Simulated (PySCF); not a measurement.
# singlet [BNH3]+: levels of theory compared

Aim: a comparison of 6 runs (B2PLYP/STO-6G, M06-2X/STO-6G, r2SCAN/STO-6G, CCSDT(Q)/STO-6G, CCSDTQ/STO-6G, NEVPT2(2,2)/STO-6G) of singlet [BNH3]+. The job is set up through a Python script.

The results are computed with PySCF 2.14.0.

9 further runs of the same task are left out: 9 set aside as unsound or not needed.

## 1. The system as given

[BNH3]+ has 5 atoms, charge +1, and is taken as a singlet. As SMILES of the parent species, `B[NH]`. The shape is that of a PBE0-D4/def2-TZVP optimisation. That shape belongs to the parent species and isn't relaxed for this state.

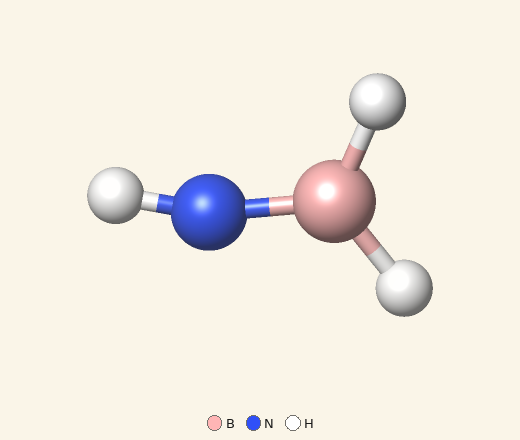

Viewed from a chosen angle; boron pink, nitrogen blue, hydrogen white.

## 2. The energy at B2PLYP/STO-6G (run 1)

Input file run.py:

```python
from pyscf import gto, dft, mp

mol = gto.M(
    atom='''
B     -0.310800    -0.370100    -0.091600
N      0.531200     0.655200    -0.019800
H     -0.414800    -1.107400     0.862500
H     -0.964100    -0.573100    -1.081900
H      1.208400     1.321700     0.289300
''',
    verbose=3,
    spin=0,
    charge=1,
    basis='sto-6g',
    max_memory=1860,
)

mf = dft.RKS(mol, xc='0.53*HF + 0.47*B88, 0.73*LYP')
mf.grids.level = 5
mf.conv_tol = 1e-10
mf.kernel()
if not mf.converged:
    mf = mf.newton().run(mf.mo_coeff, mf.mo_occ)

pt = mp.MP2(mf, frozen=2).run()
energy = mf.e_tot + 0.27 * pt.e_corr
print('PT2 part  %.8f' % (0.27 * pt.e_corr))
print('E = %.10f Eh' % energy)
```

Started as:

```
$ OMP_NUM_THREADS=1 python run.py
```

The program printed:

```text
converged SCF energy = -80.5811508325159
E(RMP2) = -80.7325411578079  E_corr = -0.151390325292073
E(SCS-RMP2) = -80.7383143476207  E_corr = -0.157163515104814
PT2 part  -0.04087539
E = -80.6220262203 Eh
```

It took 2 s on 1 thread of AMD EPYC 9R14 (Zen 4), shared host; peak memory 0.17 GiB.

## 3. The energy at M06-2X/STO-6G (run 2)

Input file mol.xyz:

```xyz
5

B     -0.310800    -0.370100    -0.091600
N      0.531200     0.655200    -0.019800
H     -0.414800    -1.107400     0.862500
H     -0.964100    -0.573100    -1.081900
H      1.208400     1.321700     0.289300
```

Input file run.py:

```python
from pyscf import gto, dft

system = gto.Mole()
system.atom = 'mol.xyz'
system.charge = 1
system.max_memory = 1860
system.basis = 'sto-6g'
system.verbose = 3
system.build()

mf = dft.RKS(system, xc='m06-2x')
mf.conv_tol = 1e-10
mf.grids.level = 5
mf.kernel()
if not mf.converged:
    mf = mf.newton().run(mf.mo_coeff, mf.mo_occ)

e_final = mf.e_tot
print('Final energy', e_final)
```

Started as:

```
$ OMP_NUM_THREADS=1 python run.py
```

The program printed:

```text
converged SCF energy = -80.7042875491019
Final energy -80.7042875491019
```

Run time: 2.5 s. Hardware: 1 thread of AMD EPYC 9R14 (Zen 4), shared host; peak memory 0.17 GiB.

Runs 3 to 5 aren't shown in full; the table further down has their settings and results.

## 4. The energy at NEVPT2(2,2)/STO-6G (run 6)

mol.xyz is that of step 3.

Input file input.py:

```python
import numpy
from pyscf import gto, scf, mp, mcscf, mrpt

molecule = gto.M(
    atom='mol.xyz',
    basis='sto-6g',
    charge=1,
    max_memory=1860,
    verbose=3,
)

hf = molecule.RHF()
hf.conv_tol = 1e-10
hf.kernel()
if not hf.converged:
    hf = hf.newton().run(hf.mo_coeff, hf.mo_occ)

pt = mp.MP2(scf.addons.convert_to_uhf(hf)).run()
noons, natorbs = mcscf.addons.make_natural_orbitals(pt)
print('natural occupations', numpy.round(noons[:40], 4))
cas = mcscf.CASSCF(hf, 2, 2)
cas.fix_spin_(ss=0.0)
cas.natorb = True
cas.kernel(natorbs)
e_pt2 = mrpt.NEVPT(cas).kernel()
e_tot = cas.e_tot + e_pt2
print('Final energy', e_tot)
```

Started as:

```
$ OMP_NUM_THREADS=1 python input.py
```

The program printed:

```text
converged SCF energy = -80.2541991418684
E(UMP2) = -80.3466250733418  E_corr = -0.0924259314734022
E(SCS-UMP2) = -80.3516913548672  E_corr = -0.0974922129988109
natural occupations [2.     1.9999 1.9911 1.988  1.9829 1.982  1.9623 0.0385 0.0171 0.012
 0.0095 0.0089 0.0077]
CASSCF energy = -80.2741500820083
CASCI E = -80.2741500820083  E(CI) = -2.15218405201919  S^2 = 0.0000000
Sr    (-1)',   E = -0.00000000018379
Si    (+1)',   E = -0.00000000014283
Sijrs (0)  ,   E = -0.04398633045218
Sijr  (+1) ,   E = -0.00359224464660
Srsi  (-1) ,   E = -0.01005187008690
Srs   (-2) ,   E = -0.00228576262970
Sij   (+2) ,   E = -0.00241633976049
Sir   (0)' ,   E = -0.02323508751642
Nevpt2 Energy = -0.085567635418914
Final energy -80.3597177174272
```

It took 0.76 s on 1 thread of AMD EPYC 9R14 (Zen 4), shared host; peak memory 0.12 GiB.

## 5. The series

```tsv
run	level	frozen core orbitals	integration grid	energy (Eh)	HOMO energy (eV)	LUMO energy (eV)	HOMO–LUMO gap (eV)	wall time
1	B2PLYP/STO-6G	2	5	-80.622026	-18.95	-10.81	8.14	2 s
2	M06-2X/STO-6G	–	5	-80.704288	-18.68	-11.49	7.19	2.5 s
3	r2SCAN/STO-6G	–	5	-80.708887	-15.73	-13.71	2.02	2.5 s
4	CCSDT(Q)/STO-6G	2	–	-80.396947	-21.56	-7.39	14.17	0.88 s
5	CCSDTQ/STO-6G	2	–	-80.396980	-21.56	-7.39	14.17	22 s
6	NEVPT2(2,2)/STO-6G	–	–	-80.359718	-21.56	-7.39	14.17	0.76 s
```

## 6. What came out

| quantity | value |
| --- | --- |
| run 6: total energy | -80.35972 Eh |
| run 6: HOMO energy (Hartree–Fock orbitals) | -21.56 eV |
| run 6: LUMO energy (Hartree–Fock orbitals) | -7.39 eV |
| run 6: HOMO–LUMO gap (Hartree–Fock orbitals) | 14.17 eV |

Over runs 1, 2, 3 the HOMO–LUMO gap runs from 2.02 eV (r2SCAN/STO-6G) to 8.14 eV (B2PLYP/STO-6G). A double hybrid's value is that of its SCF part. Totals of different functionals can't be ranked against each other. In runs 1, 2, 3, 4, 5, 6 the basis is minimal, so the values are rough. All runs together took 30 s, the longest 22 s.
